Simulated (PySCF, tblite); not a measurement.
# C₇H₄F₂N radical: geometry, infrared bands and EPR parameters

Wanted: the infrared bands and EPR parameters of C₇H₄F₂N radical (`[CH2][C@@H]1C(C#N)=CC(F)=C1F`), by calculation.

The runs use tblite 0.8.0 and PySCF 2.14.0, with density-fitted response routines of our own; the level of theory stands in each step. All values are computed, except where a source is named. Atoms count from 0, in the outputs and in this text.

### Step 1. The starting structure

14 atoms, charge 0, multiplicity 2; geometry from: force field or distance geometry start.

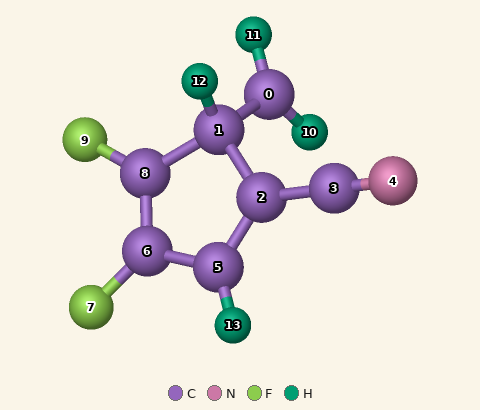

The starting geometry (carbon purple, nitrogen pink, fluorine green, hydrogen teal), atoms numbered; sticks join atoms by distance.

### Step 2. Optimising the geometry with GFN2-xTB

Job settings and geometry (Å):

```
{"job": {"kind": "relax", "xc": "GFN2-xTB", "basis": "xTB"}, "charge": 0, "multiplicity": 2}
C      0.361200     1.852700    -0.329000
C      0.180200     0.625000     0.485800
C      0.762800    -0.625100    -0.157800
C      2.117600    -0.807100    -0.481100
N      3.236900    -0.981600    -0.717100
C     -0.222600    -1.533000    -0.358200
C     -1.450300    -0.987500     0.135400
F     -2.604300    -1.653800     0.112900
C     -1.255700     0.228900     0.637400
F     -2.221900     0.988800     1.199000
H      0.298900     1.821500    -1.413200
H      0.283900     2.822800     0.155100
H      0.628300     0.766800     1.495200
H     -0.115700    -2.518800    -0.786600
```

On the command line:

```bash
$ OMP_NUM_THREADS=1 python probes_run.py task.json out
```

The driver reads the jobs from task.json and runs them one after another.

**Question.** This job is followed by: GFN2-xTB harmonic vibrations, gas phase; UKS B3LYP, pcH-1 on C F H N, non-relativistic, mean-field spin-orbit, GIAO. Predict these results of the whole session: strongest single infrared mode (GFN2-xTB); zero-point energy (GFN2-xTB); g(iso) (B3LYP); ⟨S²⟩; largest a(iso) (averaged by class); surface potential, least and greatest.

**Answer**, as computed:

```
                                 quantity                  value
strongest single infrared mode (GFN2-xTB)  1674 cm⁻¹, 223 km/mol
             zero-point energy (GFN2-xTB)          54.2 kcal/mol
                           g(iso) (B3LYP)                2.00260
                                     ⟨S²⟩     0.755 (exact 0.75)
       largest a(iso) (averaged by class)   13C on C0, 102.7 MHz
    surface potential, least and greatest     -1.62 V and 1.53 V
```

What this shows: Relaxing lowered the energy by 0.101 eV in 108 steps; the close pair that moved most is C8–F9, from 1.351 to 1.329 Å. All 36 modes are real, so the xTB geometry is a minimum. The strongest single mode, at 1674 cm⁻¹, moves mainly C6 and C8. Unscaled tight-binding wavenumbers are off by several per cent, some by more. Its intensities can rank the bands wrongly. Most of the unpaired spin sits on C0 (1.06 e). The isotropic g lies 0.3 ppt above the free-electron value.
